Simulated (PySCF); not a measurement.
**C6H8FOSi (doublet): density, localisation and related maps**

```xyz
17

C     2.7212   -0.2900   -0.7808
C     1.8600   -0.4052    0.0450
C     0.7928   -0.5489    1.0058
C    -0.2999   -1.4712    0.6178
O    -0.9457   -1.4254   -0.5835
C    -0.9097   -0.2011   -1.2716
C    -1.3606    0.9628   -0.3844
F    -1.2078    2.1337   -1.1120
Si   -0.2923    1.0307    1.2184
H     3.4866   -0.1944   -1.4918
H     1.2105   -0.8716    1.9594
H    -0.4675   -2.4083    1.1179
H    -1.5744   -0.3272   -2.1310
H     0.1043    0.0148   -1.6351
H    -2.4341    0.8814   -0.1823
H    -1.1278    0.8311    2.4013
H     0.4377    2.3011    1.1970
```

Geometry: GFN2-xTB.

All numbers below come from PySCF, UKS B3LYP, pcH-1 on C F H O Si, non-relativistic, mean-field spin-orbit, GIAO.

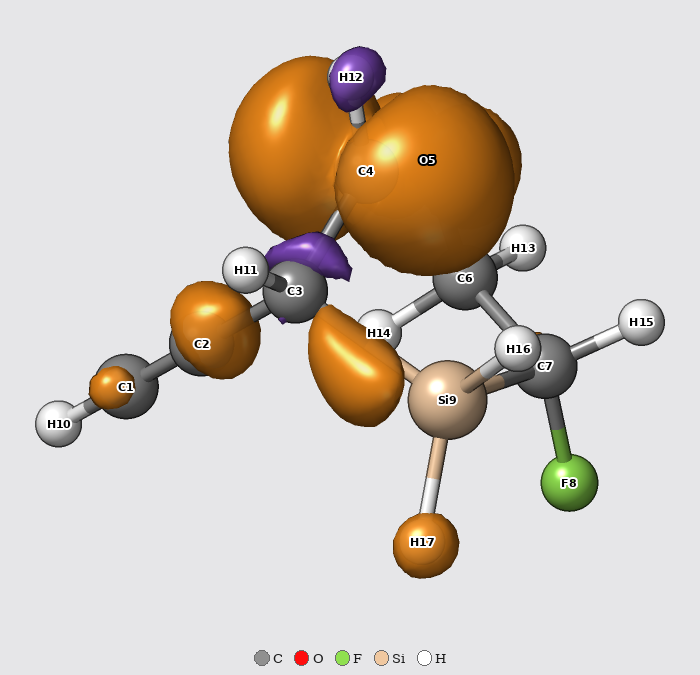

Figure 1. Isosurfaces of the spin density at +0.02 (orange) and −0.02 e/Å³ (purple), seen from one side.

Question: Describe the spin distribution.

Answer: The unpaired spin (1 electron) lies mostly on C4 (about 0.6) and O5 (about 0.2), in electrons by Hirshfeld's partition.

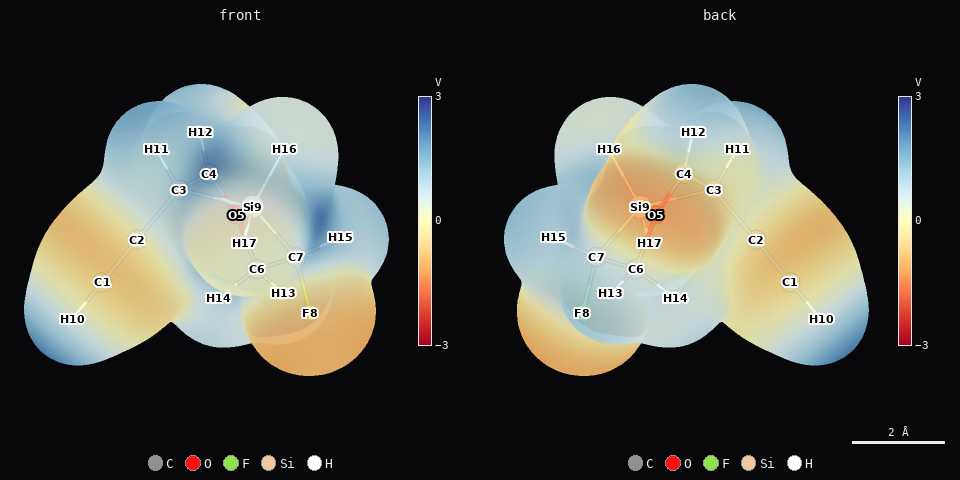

Figure 2. The molecular electrostatic potential painted on the density surface at 0.004 e/bohr³, seen from the front and from behind; the colour scale runs from red (negative) to blue (positive).

Question: Which sites attract a positive test charge, and which a negative one?

Answer: A positive charge is drawn to the negative regions and a negative charge to the positive ones. The most negative region (about −1.3 V) lies over O5, the most positive (about +2.2 V) over Si9 and H10. O5 is the likeliest acceptor of a hydrogen bond.
